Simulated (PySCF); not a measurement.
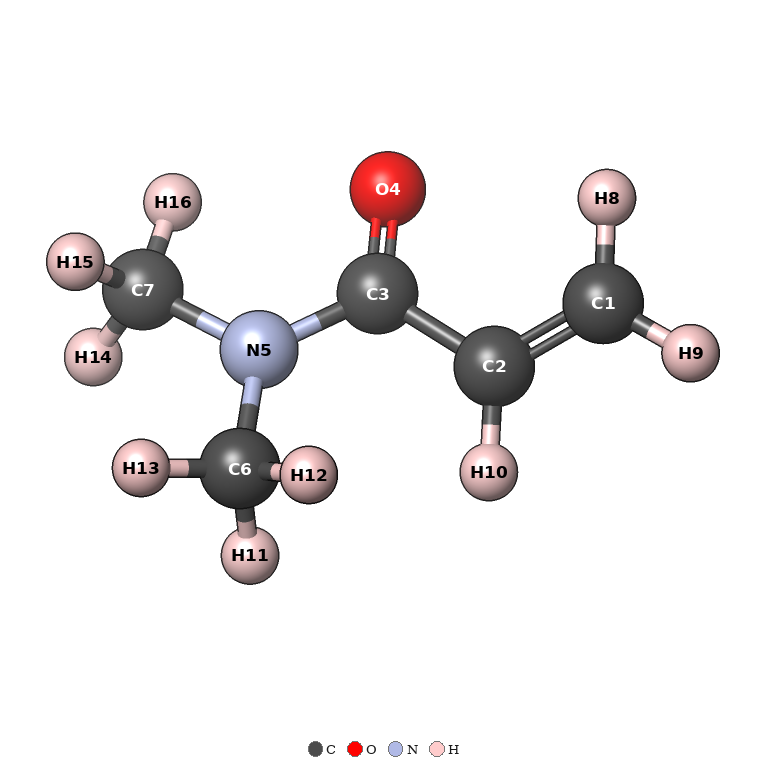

The geometry was computed by an optimisation with GFN2-xTB. No frequency run is at hand to confirm it as a minimum. Electric field gradients from the ground-state density, B3LYP/pcJ-1 (PySCF 2.14.0), non-relativistic apart from any core potentials.

Give the largest field-gradient component, the quadrupole coupling constant and the asymmetry for 17O at O4 (Q = −25.6 mb), 14N at N5 (Q = 20.44 mb), 2H at H8 (Q = 2.86 mb), 2H at H9 (Q = 2.86 mb), 2H at H10 (Q = 2.86 mb), 2H at H11 (Q = 2.86 mb).

| atom | V_zz (a.u.) | e²qQ/h (MHz) | η |
| --- | --- | --- | --- |
| O4 | −1.568 | 9.43 | 0.12 |
| N5 | −1.056 | −5.07 | 0.10 |
| H8 | 0.317 | 0.213 | 0.04 |
| H9 | 0.324 | 0.218 | 0.03 |
| H10 | 0.315 | 0.212 | 0.08 |
| H11 | 0.285 | 0.192 | 0.05 |
